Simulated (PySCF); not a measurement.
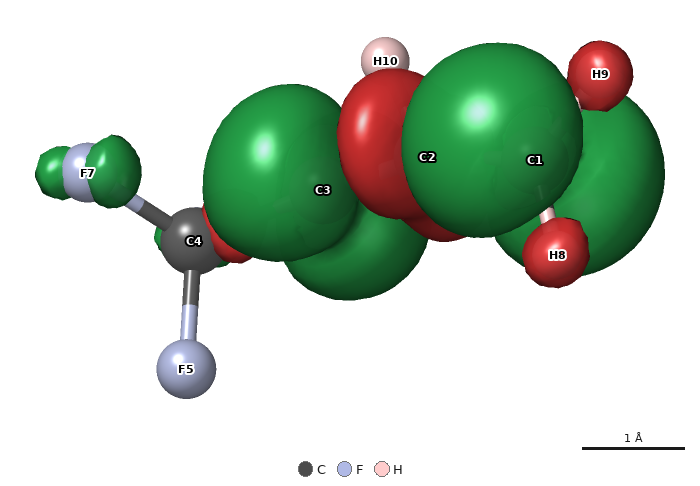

*C4H3F3 (SMILES [CH2]/C=[C+]\C(F)(F)F) (charge +1, doublet). Isosurfaces of the spin density (α minus β) at +0.02 (green) and −0.02 e/Å³ (red), seen at a tilt.*

Geometry: GFN2-xTB.

All numbers below come from DFT single point, gas phase, functional PBE0 (PySCF).

```xyz
10

C     2.1043   -0.3124    0.6933
C     0.9460   -0.0871    0.0514
C    -0.3088   -0.0048   -0.2428
C    -1.7846    0.1940   -0.3569
F    -2.2512   -0.1854    0.8275
F    -2.3216   -0.5430   -1.3086
F    -2.0892    1.4646   -0.5672
H     2.0605   -0.6458    1.7270
H     3.0773   -0.1679    0.2423
H     0.7618    0.2821   -1.1155
```

> Where is the unpaired spin?

The unpaired spin (1 electron) lies mostly on C1 (about 0.5) and C3 (about 0.4), in electrons by Hirshfeld's partition.
